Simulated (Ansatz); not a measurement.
# How the smearing shapes the phonons of TiOs (Pm-3m), part 2 of 2

Wanted: frequencies of TiOs (Pm-3m) solved wavevector by wavevector at several smearings.

Ansatz 0.2.0; DFT PBEsol, scalar-relativistic, plane waves, PAW; PAW set soft_1.

So far. Step 2 (Relaxation): The largest force is now zero by symmetry and the largest stress component 0.0070 GPa, small enough for phonons. Step 4 (Phonons along a line: Fermi–Dirac smearing of 0.25 eV): Against step 3 (now smearing width 0.25 eV), the free energy moves by -24.6 meV an atom. The relaxed cell has a = 3.061 Å (conventional setting).

## Step 5: Wavevectors along a line: Fermi–Dirac smearing of 0.04 eV (continued)

Each wavevector solved by linear response. The frequency by |q| along the line:

```csv
|q| along the line (Å⁻¹),mode 1 = mode 2 (cm⁻¹),mode 3 (cm⁻¹),mode 4 = mode 5 (cm⁻¹),mode 6 (cm⁻¹)
0.000,0,0,235,235
0.128,20.6,40.1,235,249
0.385,61.5,108,233,308
0.641,100,153,222,366
0.898,134,175,208,397
```

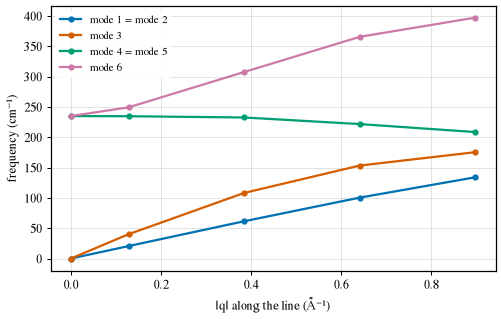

Frequency against |q| along the line.

Against step 3 (now smearing width 0.04 eV), the free energy moves by +3.0 meV an atom.

## Step 6: Phonons along a line: Methfessel–Paxton smearing of 0.2 eV

The smearing blurs the Fermi surface that screens the phonons; a Methfessel–Paxton width blurs it less than a thermal one.

input.yaml

```yaml
crystal:
  lattice:
    - [3.0605662111, 0.0, 0.0]
    - [0.0, 3.0605662111, 0.0]
    - [0.0, 0.0, 3.0605662111]
  atoms:
    - { symbol: Ti, position: [0.5, 0.5, 0.5] }
    - { symbol: Os, position: [0.0, 0.0, 0.0] }
kpoints:
  mp_grid: { grid: [16, 16, 16] }
hamiltonian:
  xc: pbesol
  pseudopotentials: { kind: paw, azcp: { folder: soft_1 }, xc_functional: pbe }
scf:
  occupations: { method: methfessel_paxton, width: 0.2 }
output:
  eigenvalues: true
phonons:
  method: dfpt
  qpoints:
    - [0, 0, 0]
    - [0.0, 0.0625, 0.0]
    - [0.0, 0.1875, 0.0]
    - [0.0, 0.3125, 0.0]
    - [0.0, 0.4375, 0.0]
```

Started as:

```
$ ansatz run input.yaml --threads 4 --pin off --max-ram 12288MiB --backend cpu --events-out ev --progress --plain --runs-dir out
```

Numbers of over 12 decimals in the logs are rounded to 6 here.

Output:

```text
[...]
Crystal: 2 atoms, lattice volume = 28.669 Å³
Basis set: ecut = 420 eV, 587 PW (Γ), exchange–correlation on 48×48×48 points (8 copies of the dense FFT grid, shifted against one another)
Bands: 18, of which v1, the nominal top of the filled ones, is band 14 counted from 1 (13 counted from 0)
Symmetry: 48 space group operations
k-points: 165 of 4096
[...]
SCF iter   1: F=—  HF=-13728.749788 eV  |F-HF|=—  |Δ(HF+E_count)|=         —  Δρ=1.29e-1  dr2=7.36e0  ethr=3.10e-3  ⟨swp⟩=3.9  Hψ=11294  notcnv=0
[...]
SCF iter   9: F=-13727.638785 eV  HF=-13727.638785 eV  |F-HF|=3.64e-12  |Δ(HF+E_count)|=  1.09e-11  S|Δr|=    0.00e0  Δρ=4.54e-8  dr2=3.46e-13  ethr=1.00e-12  ⟨swp⟩=5.0  Hψ=11554  notcnv=0
[...]
SCF 1 converged in 9 iterations: F = -13727.638785 eV  dr2 = 3.46e-13
[...]
SCF converged after 9 iterations
Stability not checked: this state was not tested for a lower state beside it, because cold or Methfessel-Paxton smearing, or corrected tetrahedra, fill the levels in a way that the test cannot read (fill_not_monotonic; see scf.lower_state_search)
Free energy (F): -13727.638785 eV
[...]
Internal energy: -13727.638748 eV  (E = F + TS)
E sigma→0 (E₀):  -13727.638776 eV
Entropy (-TS):   -0.000037 eV (-0.019 meV/atom)
Fermi energy:    20.592341 eV
[...]
--- Band table (eV; the first three rows and the last of 165) ---
  k-point 0: bands = [... 10 lower, 15.1518, 19.2298, 19.2298, 19.2298, 22.4837, 22.4837, 24.3896, 24.3896]
  k-point 1: bands = [... 10 lower, 15.2196, 19.2133, 19.2133, 19.2623, 22.3925, 22.5158, 24.1860, 24.1860]
  k-point 2: bands = [... 10 lower, 15.4161, 19.1681, 19.1681, 19.3586, 22.1301, 22.6072, 23.6897, 23.6897]
  k-point 164: bands = [... 10 lower, 16.8493, 18.9964, 18.9964, 18.9964, 21.9672, 21.9672, 23.6870, 23.6870]
[...]
ASR residual: 3.820e-5 → 0.000e0 eV/Å²; symmetrization residual: 1.263e-6 eV/Å²
  ASR residual per site (eV/Å²): 2.13e-5 3.82e-5
  Γ frequencies (cm⁻¹): 0.00 0.00 0.00 234.47 234.47 234.47
[...]
--- Phonons (arbitrary-q DFPT): 5 explicit q-points ---
[...]
```

The job ended after 3.6 min (4 threads of Intel Xeon Platinum 8259CL at 2.50GHz (Skylake/Cascade Lake), shared host; peak memory 2 GiB).

Each wavevector solved by linear response. Frequency against |q| along the line:

```csv
|q| along the line (Å⁻¹),mode 1 = mode 2 (cm⁻¹),mode 3 (cm⁻¹),mode 4 = mode 5 (cm⁻¹),mode 6 (cm⁻¹)
0.000,0,0,234,234
0.128,20.6,40.1,234,250
0.385,61.6,108,232,308
0.641,101,153,222,367
0.898,134,176,209,398
```

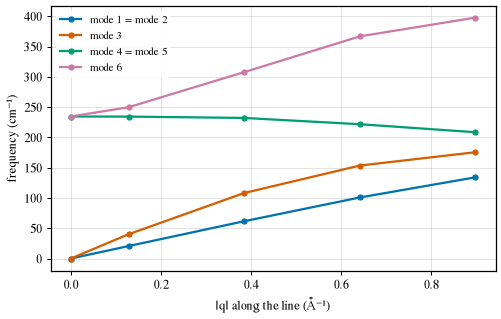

Frequency against |q| along the line.

Against step 3 (now occupations Methfessel-Paxton and smearing width 0.2 eV), the free energy moves by +3.5 meV an atom.

## Step 7: Smearing and the soft branch

Lowest frequency against |q| along the line:

```
|q| along the line (Å⁻¹)  fermi dirac 0.1 eV, k 16x16x16 (cm⁻¹)  fermi dirac 0.25 eV, k 16x16x16 (cm⁻¹)  fermi dirac 0.04 eV, k 16x16x16 (cm⁻¹)  methfessel paxton 0.2 eV, k 16x16x16 (cm⁻¹)
                   0.000                                      0                                       0                                       0                                            0
                   0.128                                   20.6                                    20.5                                    20.6                                         20.6
                   0.385                                   61.6                                    61.2                                    61.5                                         61.6
                   0.641                                    101                                     100                                     100                                          101
                   0.898                                    134                                     131                                     134                                          134
```

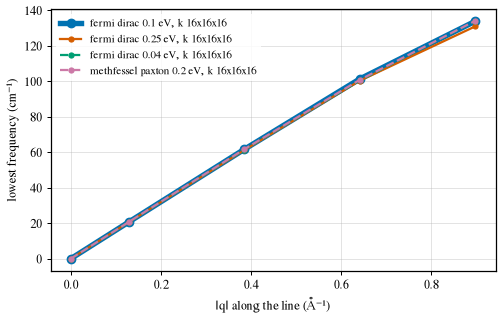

Lowest frequency, plotted against |q| along the line.

## Step 8: What came out

```json
{
  "phonon run of the rows without a label of their own": "PBEsol, k 16×16×16",
  "lowest branch at the last solved point, Fermi–Dirac 0.1 eV": "134 cm⁻¹ at |q| = 0.898 Å⁻¹",
  "lowest branch at the last solved point, Fermi–Dirac 0.25 eV": "131 cm⁻¹ at |q| = 0.898 Å⁻¹",
  "lowest branch at the last solved point, Fermi–Dirac 0.04 eV": "134 cm⁻¹ at |q| = 0.898 Å⁻¹",
  "lowest branch at the last solved point, Methfessel–Paxton 0.2 eV": "134 cm⁻¹ at |q| = 0.898 Å⁻¹"
}
```

In words: No branch softens by more than 4 % of the top frequency as the smearing narrows, so no anomaly that hangs on the smearing shows at these points. The line holds 5 wavevectors, so a narrow dip between them would be missed. Between Fermi–Dirac 0.25 eV and Fermi–Dirac 0.04 eV the largest change, with modes counted by rank of frequency, is in mode 6 at |q| = 0.641 Å⁻¹, from 349 to 366 cm⁻¹. Where branches cross, a count by rank can hide a softening. At the narrowest width the k mesh may not resolve the Fermi surface, so part of the change can be mesh noise. Spin–orbit coupling, left out here, matters for Os. The PAW files were made for PBE; under other functionals the run regenerates their frozen core.

[Logs are printed without paths, hosts, clocks, repeated set-up lines and the standing remarks that a program may print on its own settings, such as how far it seeks lower states.]

[Hosts, paths, dates, database ids (printed as entryN), source tags and the programs' standing remarks are cut or masked in the printed files.]
